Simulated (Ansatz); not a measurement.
**FH4NOSi: two geometries relaxed**

Aim: relax the geometries before and after the inversion of the pyramid at N1, and see whether they are two minima and how far apart in energy. SMILES of the start: N[SiH](O)F.

Method: RKS r2SCAN-D4/def2-mTZVP, in Ansatz 0.2.0.

## (1) The structure to begin with

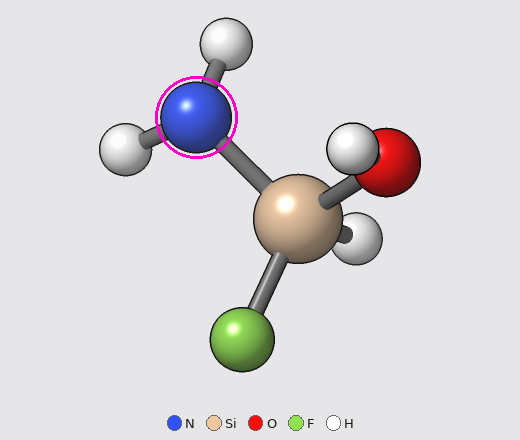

Start, viewed from a free direction; nitrogen blue, silicon light orange, oxygen red, fluorine green, hydrogen white. Ringed: N1.

As a file:

```xyz
8

N    -1.0255    0.4040   -0.0543
Si    0.5305   -0.0312   -0.1989
O     0.6991   -1.0655    1.0435
F     0.7560   -0.8117   -1.5739
H    -1.3012    0.9946   -0.9041
H    -1.1522    1.0904    0.7281
H     1.4282    1.1613   -0.1151
H     0.1573   -1.7990    1.0190
```

## (2) Relaxing end A

The input, input.yaml:

```yaml
crystal:
  periodic: [false, false, false]
  atoms:
    - { symbol: "N", position_ang: [-1.0255, 0.404, -0.0543] }
    - { symbol: Si, position_ang: [0.5305, -0.0312, -0.1989] }
    - { symbol: O, position_ang: [0.6991, -1.0655, 1.0435] }
    - { symbol: F, position_ang: [0.756, -0.8117, -1.5739] }
    - { symbol: H, position_ang: [-1.3012, 0.9946, -0.9041] }
    - { symbol: H, position_ang: [-1.1522, 1.0904, 0.7281] }
    - { symbol: H, position_ang: [1.4282, 1.1613, -0.1151] }
    - { symbol: H, position_ang: [0.1573, -1.799, 1.019] }
basis:
  gaussian: { orbitals: def2-mTZVP }
hamiltonian:
  xc: r2scan
  dispersion: d4
relax:
  f_tol: 0.015
  max_steps: 40
```

On the command line:

```console
$ ansatz run input.yaml --threads 2 --pin off --max-ram 3072MiB --backend cpu --events-out ev --progress --plain --runs-dir out
```

The log of the run, cut to the lines that bear on the results:

```text
Warning: RAYON_NUM_THREADS=2 ignored (pool sized by the plan → 2); use --threads N
[...]
Functional definition: r2SCAN
[...]
823 factors; their error is unknown
[...]
mean field -14198.89843698 eV, -521.7998932000 hartree, gradient 2.4e-5 eV, S^2 0.000000; 0 other end points of the search recorded, 0 dependent functions left out
[...]
reference -14198.89844705 eV, -521.7998935702 hartree; 21, 21 occupied and 75, 75 virtual orbitals, 823 factors
relax step   1: F+E_penalty+E_count = -14198.92935563 eV  Δ(F+E_penalty+E_count) = +0.000e0 eV  max|allowed force component| = 4.053e0 eV/Å  Δτ_max = 0.0000 Å  (28 SCF iters, accepted)
[...]
relax step   3: F+E_penalty+E_count = -14199.56857265 eV  Δ(F+E_penalty+E_count) = -1.388e-1 eV  max|allowed force component| = 2.654e-1 eV/Å  Δτ_max = 0.1086 Å  (29 SCF iters, accepted)
[...]
relax step   5: F+E_penalty+E_count = -14199.57252603 eV  Δ(F+E_penalty+E_count) = -1.213e-3 eV  max|allowed force component| = 5.029e-1 eV/Å  Δτ_max = 0.0033 Å  (31 SCF iters, accepted)
[...]
relax step   7: F+E_penalty+E_count = -14199.60032397 eV  Δ(F+E_penalty+E_count) = -2.780e-2 eV  max|allowed force component| = 1.100e-1 eV/Å  Δτ_max = 0.0980 Å  (28 SCF iters, accepted)
[...]
relax step   9: F+E_penalty+E_count = -14199.60202598 eV  Δ(F+E_penalty+E_count) = -1.180e-3 eV  max|allowed force component| = 1.923e-1 eV/Å  Δτ_max = 0.0315 Å  (29 SCF iters, accepted)
[...]
relax step  10: F+E_penalty+E_count = -14199.60295916 eV  Δ(F+E_penalty+E_count) = -9.332e-4 eV  max|allowed force component| = 6.718e-3 eV/Å  Δτ_max = 0.0107 Å  (30 SCF iters, accepted)
823 factors; their error is unknown
[...]
mean field -14199.57219729 eV, -521.8246534346 hartree, gradient 9.5e-6 eV, S^2 0.000000; 1 other end points of the search recorded, 0 dependent functions left out
[...]
reference -14199.57220735 eV, -521.8246538042 hartree; 21, 21 occupied and 75, 75 virtual orbitals, 823 factors
Total energy: -14199.60296922 eV, -521.8257842821 hartree
Atom 0 at    -1.019386     0.571336    -0.113409 Å, force    -0.001921     0.003081     0.003797 eV/Å
Atom 1 at     0.583660    -0.013342    -0.182803 Å, force     0.003230    -0.004083    -0.006718 eV/Å
Atom 2 at     0.849050    -1.102395     1.011870 Å, force    -0.001764    -0.005858     0.004530 eV/Å
Atom 3 at     0.697924    -0.656960    -1.650897 Å, force    -0.001868     0.000891     0.005374 eV/Å
Atom 4 at    -1.476106     0.917687    -0.946350 Å, force     0.003589    -0.000476     0.001241 eV/Å
Atom 5 at    -1.380687     1.023822     0.715098 Å, force     0.000301    -0.003491    -0.002595 eV/Å
Atom 6 at     1.696319     0.944875    -0.055093 Å, force    -0.002226     0.003426    -0.001366 eV/Å
Atom 7 at     0.141425    -1.742124     1.165885 Å, force     0.000659     0.006510    -0.004263 eV/Å
Dipole moment:    -0.459784     0.228168     0.209385 e Å
```

Wall time 30 s (2 threads of Arm Neoverse V1, shared host); peak memory 0.18 GiB.

Step by step:

```tsv
step	energy from step 1 (eV)	largest force component (eV/Å)
1	0.0000	4.0534
2	-0.5004	1.7932
3	-0.6392	0.2654
4	-0.6420	0.5234
5	-0.6432	0.5029
6x	-0.6091	1.0369
7	-0.6710	0.1100
8	-0.6715	0.0767
9	-0.6727	0.1923
10	-0.6736	0.0067
```

Step 1 is the start. 1 step was tried and not accepted (marked x).

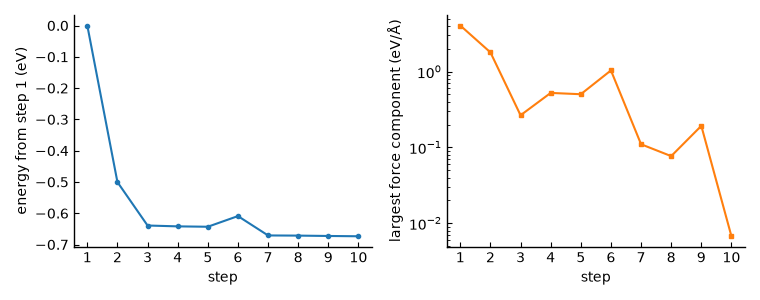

Energy and largest force along the relaxation.

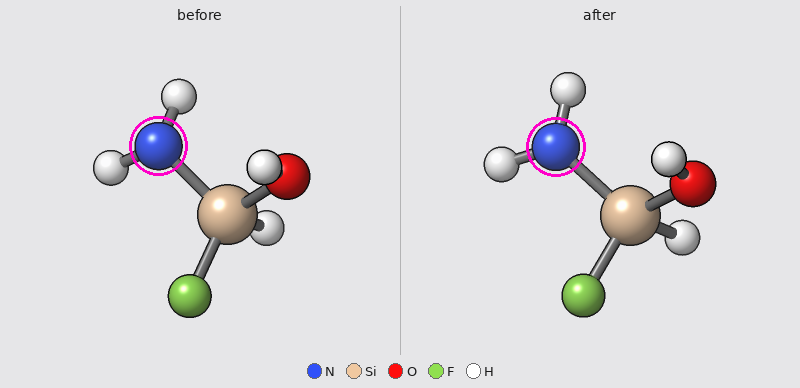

The structure before (left) and after (right), drawn at the same scale.

After: Bond lengths: N1–Si2 1.708 Å, Si2–O3 1.638 Å, Si2–F4 1.607 Å, N1–H5 1.011 Å, N1–H6 1.011 Å, Si2–H7 1.474 Å, O3–H8 0.966 Å. Angles: N1–Si2–O3 110.5°, N1–Si2–F4 103.9°, N1–Si2–H7 118.8°, O3–Si2–F4 112.9°, O3–Si2–H7 104.3°, F4–Si2–H7 106.6°, Si2–N1–H5 120.5°, Si2–N1–H6 121.5°, H5–N1–H6 111.1°, Si2–O3–H8 116.0°.

## (3) Relaxing end B

The second end starts from a geometry with the move made by hand.

input.yaml: that of step 2 with these lines changed.

```diff
@@ -7,4 +7,4 @@
     - { symbol: F, position_ang: [0.756, -0.8117, -1.5739] }
-    - { symbol: H, position_ang: [-1.3012, 0.9946, -0.9041] }
-    - { symbol: H, position_ang: [-1.1522, 1.0904, 0.7281] }
+    - { symbol: H, position_ang: [-1.60741, -0.14636, -0.76525] }
+    - { symbol: H, position_ang: [-1.42738, 0.06507, 0.85287] }
     - { symbol: H, position_ang: [1.4282, 1.1613, -0.1151] }
```

On the command line:

```console
$ ansatz run input.yaml --threads 2 --pin off --max-ram 3072MiB --backend cpu --events-out ev --progress --plain --runs-dir out
```

The log of the run, cut to the lines that bear on the results:

```text
Warning: RAYON_NUM_THREADS=2 ignored (pool sized by the plan → 2); use --threads N
[...]
[... 1 set-up line as earlier in the session ...]
[...]
823 factors; their error is unknown
[...]
mean field -14198.74163145 eV, -521.7941307032 hartree, gradient 4.6e-5 eV, S^2 0.000000; 0 other end points of the search recorded, 0 dependent functions left out
[...]
reference -14198.74164143 eV, -521.7941310699 hartree; 21, 21 occupied and 75, 75 virtual orbitals, 823 factors
relax step   1: F+E_penalty+E_count = -14198.77257670 eV  Δ(F+E_penalty+E_count) = +0.000e0 eV  max|allowed force component| = 5.622e0 eV/Å  Δτ_max = 0.0000 Å  (26 SCF iters, accepted)
[...]
relax step   3: F+E_penalty+E_count = -14199.51648958 eV  Δ(F+E_penalty+E_count) = -1.365e-1 eV  max|allowed force component| = 4.436e-1 eV/Å  Δτ_max = 0.1544 Å  (29 SCF iters, accepted)
[...]
reference -14199.57222475 eV, -521.8246544438 hartree; 21, 21 occupied and 75, 75 virtual orbitals, 823 factors
Total energy: -14199.60298619 eV, -521.8257849060 hartree
Atom 0 at    -1.199280     0.039606    -0.080098 Å, force    -0.001894    -0.003819     0.001019 eV/Å
Atom 1 at     0.496245    -0.150267    -0.153067 Å, force    -0.001549     0.009148     0.000886 eV/Å
Atom 2 at     1.014867    -1.132177     1.051514 Å, force    -0.004661    -0.006036    -0.002367 eV/Å
Atom 3 at     0.755017    -0.764728    -1.614983 Å, force    -0.000015    -0.003160    -0.002039 eV/Å
Atom 4 at    -1.728062     0.260995    -0.912928 Å, force     0.002250     0.000518     0.000538 eV/Å
Atom 5 at    -1.656122     0.396755     0.747706 Å, force     0.001956    -0.000744    -0.000901 eV/Å
Atom 6 at     1.349673     1.046205    -0.042146 Å, force     0.001666     0.001533     0.000418 eV/Å
Atom 7 at     0.478472    -1.919781     1.211923 Å, force     0.002247     0.002560     0.002446 eV/Å
Dipole moment:    -0.500344     0.113758     0.208882 e Å
```

It took 34 s on 2 threads of Arm Neoverse V1, shared host; peak memory 0.18 GiB.

The steps of the relaxation:

```tsv
step	energy from step 1 (eV)	largest force component (eV/Å)
1	0.0000	5.6219
2	-0.6074	2.2170
3	-0.7439	0.4436
4	-0.7713	0.4659
5	-0.7857	0.8690
6	-0.8003	0.6061
7	-0.8255	0.1283
8	-0.8294	0.0998
9	-0.8300	0.0567
10	-0.8304	0.0259
11	-0.8304	0.0091
```

Step 1 is the start.

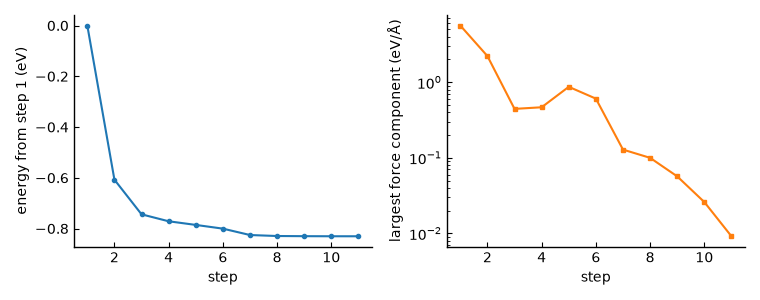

How energy and force went from step to step.

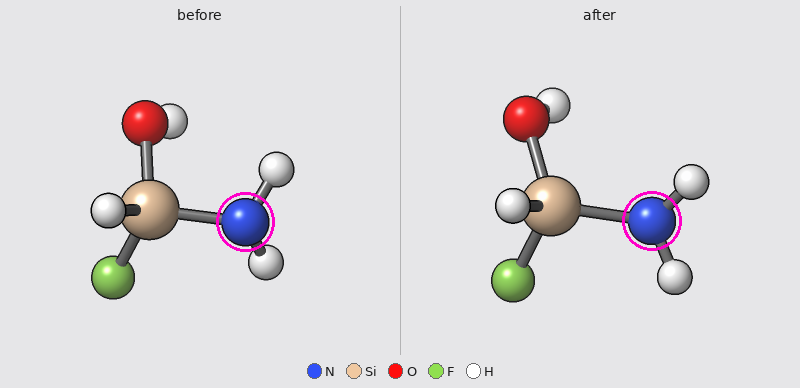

The structure before (left) and after (right), drawn at the same scale.

After: Bond lengths: N1–Si2 1.708 Å, Si2–O3 1.638 Å, Si2–F4 1.607 Å, N1–H5 1.011 Å, N1–H6 1.011 Å, Si2–H7 1.474 Å, O3–H8 0.966 Å. Angles: N1–Si2–O3 110.5°, N1–Si2–F4 104.0°, N1–Si2–H7 118.8°, O3–Si2–F4 112.9°, O3–Si2–H7 104.4°, F4–Si2–H7 106.6°, Si2–N1–H5 120.6°, Si2–N1–H6 121.5°, H5–N1–H6 111.2°, Si2–O3–H8 115.8°.

## (4) Outcome

| quantity | value |
| --- | --- |
| end A | 8 moves, 0.674 eV lower |
| end B | 10 moves, 0.830 eV lower |
| largest difference between the ends | 0.00 Å |
| end B relative to end A | -0.000 eV |

Both starts fell into the same minimum (no atom differs by more than 0.00 Å), so from this start no second minimum was found and no band was run; another arrangement could still be one.
